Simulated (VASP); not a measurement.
```
K
1.0
   -2.64000     2.64000     2.64000
    2.64000    -2.64000     2.64000
    2.64000     2.64000    -2.64000
K
1
Direct
  0.00000   0.00000   0.00000
```

Computed with PW91 GGA, VASP's PBE PAW potentials (set 64) (plane waves; VASP 6.6.1). Settings: 520 eV cut-off, 11×11×11 Γ-centred mesh, tetrahedra with Blöchl corrections, potentials K_sv.

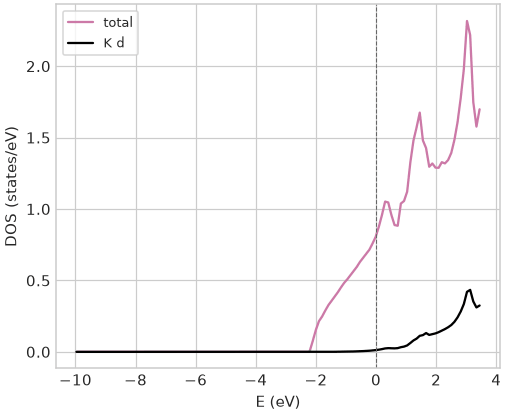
Figure: Total and projected density of states, zero at the Fermi level

Within 2 eV below the Fermi level the largest weight inside VASP's projection spheres is K s, then K p.

It has no gap at this level: it comes out as a metal or semimetal.

The compound is K in the bcc structure. The cell was not relaxed at this level.
